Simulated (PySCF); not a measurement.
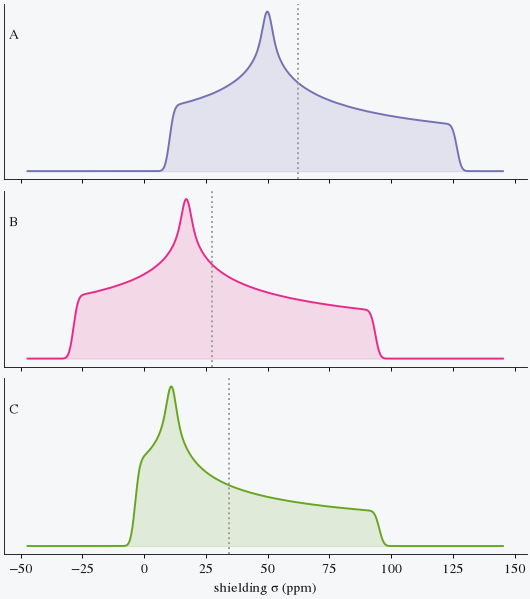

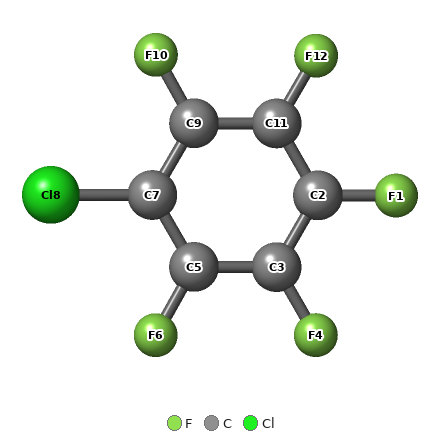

Static powder patterns (¹³C) from GIAO shielding tensors of C₆ClF₅ (1-chloropentafluorobenzene), SMILES Fc1c(F)c(F)c(Cl)c(F)c1F, mPW1PW91/pcSseg-2 with PySCF, at a PBE0-D3(BJ)/def2-SVP geometry (no frequency check); absolute shielding, one fixed geometry of the isolated molecule without any motion, no dipolar terms. The dotted line is the isotropic value; skew is 3(σiso − σ22)/span.

The panels belong to C7, C9 and C11. Which is which?

Answer. panel A: C7, σ11, σ22, σ33 = 10, 50, 127 ppm, isotropic 62, span 116 ppm, skew 0.32; panel B: C9, σ11, σ22, σ33 = −29, 17, 94 ppm, isotropic 27, span 122 ppm, skew 0.25; panel C: C11, σ11, σ22, σ33 = −4, 11, 95 ppm, isotropic 34, span 99 ppm, skew 0.70.
